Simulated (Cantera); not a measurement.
A closed system holds: 1 mol CH4, 0.31 mol O2, held at 0.0140 bar.

Method: chemical equilibrium by Gibbs-energy minimisation in Cantera with the NASA 1993 tables (ideal gas, pure condensed phases). Candidate condensed phases: C, C6H6, C7H8, C8H18, H2O; 110 gas species. Rates play no part.

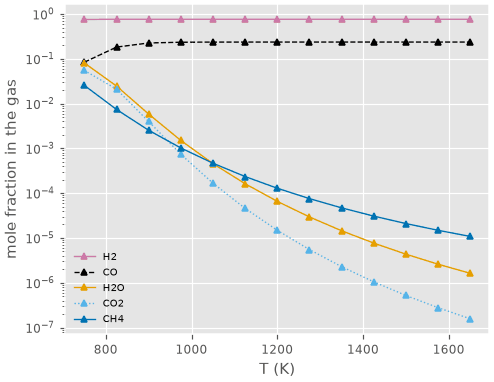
*Equilibrium gas composition (values under 1e-9 drawn at 1e-9)*

Task: Read off the mole fractions at 1275 K.

Result: H2 about 0.76, CO about 0.24, CH4 about 7.6e-5, H2O about 2.9e-5, CO2 about 5.5e-6.
